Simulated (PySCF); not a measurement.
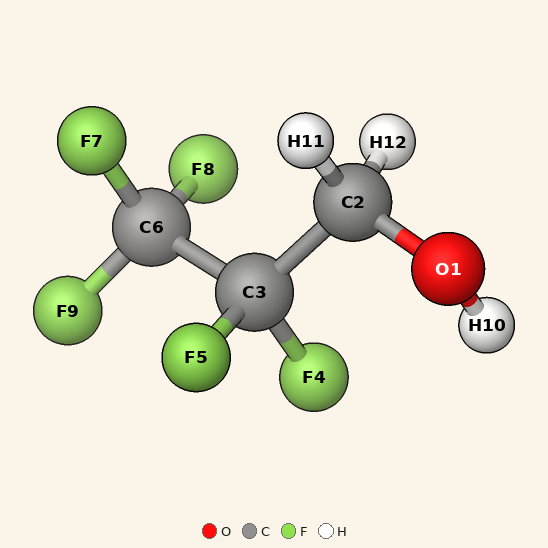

The computed structure is the end point of a PBE0-D3(BJ)/def2-SVP optimisation. No frequency run is at hand to confirm it as a minimum. Method: TDDFT PBE0/def2-SVPD, vertical, gas phase, core orbitals frozen in the response (PySCF 2.14.0), and the same with a continuum solvent (IEF-PCM, Bondi radii x 1.2, gas-phase geometry).

How do dipole (D), HOMO–LUMO gap (eV), lowest singlet (eV) change in benzene (ε = 2.3), methanol (ε = 32.6)?

```csv
medium,dipole (D),HOMO–LUMO gap (eV),lowest singlet (eV)
gas phase,1.59,9.19,7.63
benzene,1.77,9.23,7.69
methanol,2.05,9.26,7.77
```
